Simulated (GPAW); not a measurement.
Band structure of Hf (P6_3/mmc, 2 atoms in the cell).

```
Hf
1.0
    3.22015     0.00000     0.00000
   -1.61008     2.78873     0.00000
    0.00000     0.00000     5.08893
Hf
2
Cartesian
  0.00000   1.85916   1.27223
  1.61008   0.92958   3.81670
```

Level of theory: PBE, GPAW PAW datasets PBE (gpaw-data 1.0.1) (plane waves; GPAW).

Settings: mode = pw; ecut = 600 eV; xc = PBE; kpts = 16 16 9; mesh shift (steps) = 0 0 0; occupations.name = methfessel-paxton; occupations.width = 0.136 eV; occupations.order = 0; nbands = -6; convergence.density = 1e-05 e/electron; symmetry.symmorphic = false; symmetry.tolerance = 0.0005; maxiter = 150; bandpath_npoints = 40.

The starting cell comes from a database of computed structures (which also holds hypothetical and non-ambient phases and stackings), without a prior relaxation at this level. Its lattice was rescaled by a random factor within 2.5 % of one. Spin-orbit coupling is off.

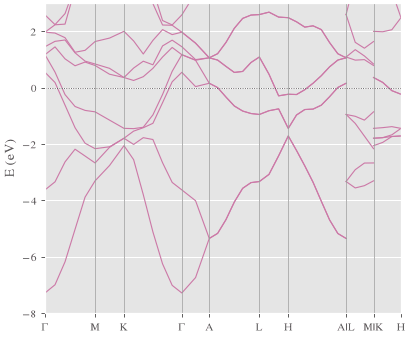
Fig. 1. Bands along the path, energies from the Fermi level.

Levels in eV from the Fermi level, bands 9 to 16:
```
point      9     10     11     12     13     14    15    16
-----  -----  -----  -----  -----  -----  -----  ----  ----
Γ      -7.28  -3.63   0.54   1.17   1.17   1.45  1.97  1.97
M      -3.30  -2.67  -2.16  -0.86   0.78   0.84  1.63  5.72
K      -2.06  -1.79  -1.79  -1.44   0.36   0.36  2.00  5.09
A      -5.35  -5.35   0.16   0.16   1.06   1.06  1.06  1.06
L      -3.33  -3.33  -0.95  -0.95   1.09   1.09  2.59  2.59
H      -1.71  -1.71  -1.44  -1.44  -0.23  -0.23  2.48  2.48
```

Bands cross the Fermi level along this path, so the cell is metallic at this level.
